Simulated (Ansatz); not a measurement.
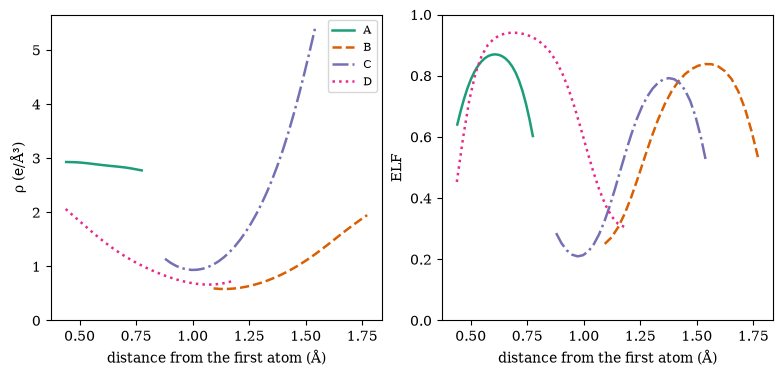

*C2H3ClO2Zr. Electron density and electron localisation function along straight lines between neighbouring atoms. The curves leave out the atomic cores.*

Geometry: PBE0-D4/def2-TZVP; core potentials replace the inner electrons of Zr.

The calculation used RKS PBE0-D4/def2-TZVPP (Ansatz).

Input file:

```
crystal:
  periodic: [false, false, false]
  atoms:
    - {symbol: C, position_ang: [2.396785, -0.364935, -1.268427]}
    - {symbol: C, position_ang: [1.317418, -0.120540, -0.766699]}
    - {symbol: Zr, position_ang: [-0.633891, 0.352104, 0.113376]}
    - {symbol: O, position_ang: [-1.760745, -1.150105, -0.160578]}
    - {symbol: O, position_ang: [-0.357340, 0.697727, 1.958923]}
    - {symbol: Cl, position_ang: [-1.546545, 2.257626, -0.943586]}
    - {symbol: H, position_ang: [3.344343, -0.577274, -1.710792]}
    - {symbol: H, position_ang: [-2.384740, -1.869884, -0.130888]}
    - {symbol: H, position_ang: [-0.375266, 0.775280, 2.908672]}
basis:
  gaussian: {orbitals: def2-TZVPP}
hamiltonian: {xc: pbe0, dispersion: d4}
output: {orbitals: {seedname: orbitals}}
```

Command:

```sh
ansatz run in.yaml --threads 2 --pin off --events-out ev --progress --plain --max-ram 32768MiB --backend cpu
```

### Which curve belongs to which contact (C–C, C–Zr, Zr–Cl and Zr–O)? The first atom named is at distance zero.

Curve A: C–C (1.22 Å): the density is about 2.9 e/Å³ at the midpoint; the ELF peaks at about 0.85 between the atoms (a short, multiple covalent bond). Curve B: Zr–Cl (2.36 Å): ρ is about 0.59 e/Å³ halfway; the ELF peaks at about 0.85 in the valence shell of Cl, 0.8 Å from its nucleus, and is about 0.35 at the midpoint. Curve C: Zr–O (1.90 Å): ρ is about 0.97 e/Å³ halfway; the ELF peaks at about 0.80 in the valence shell of O, 0.5 Å from its nucleus, and drops to about 0.20 between the two atoms. Curve D: C–Zr (2.19 Å): ρ is about 0.67 e/Å³ halfway; the ELF peaks at about 0.95 in the valence shell of C, 0.7 Å from its nucleus, and is about 0.40 at the midpoint.
